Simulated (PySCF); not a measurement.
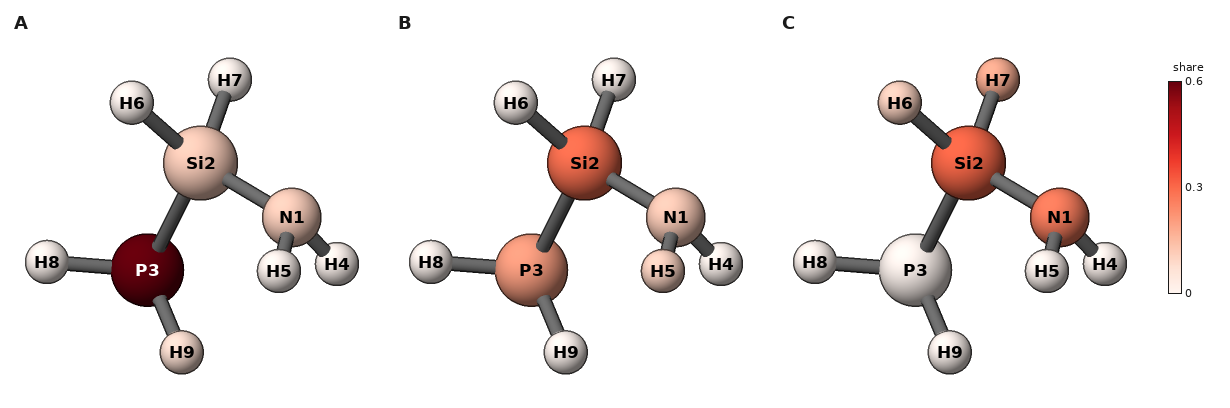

Each panel colours the atoms by their Löwdin share in one orbital (up to four of the largest shares; other atoms are shown as zero). Geometry: a frame of a GFN2-xTB molecular-dynamics simulation, not a minimum. Level of theory: PBE0/def2-SVPD (PySCF 2.14.0).

**The panels show the HOMO−2, HOMO, LUMO, in some order. Which is which?**

A: HOMO, −6.83 eV; P3 0.60, Si2 0.11, N1 0.11, H9 0.07
B: LUMO, −0.18 eV; Si2 0.29, P3 0.20, N1 0.11, H5 0.10
C: HOMO−2, −9.28 eV; Si2 0.30, N1 0.26, H7 0.17, H6 0.10
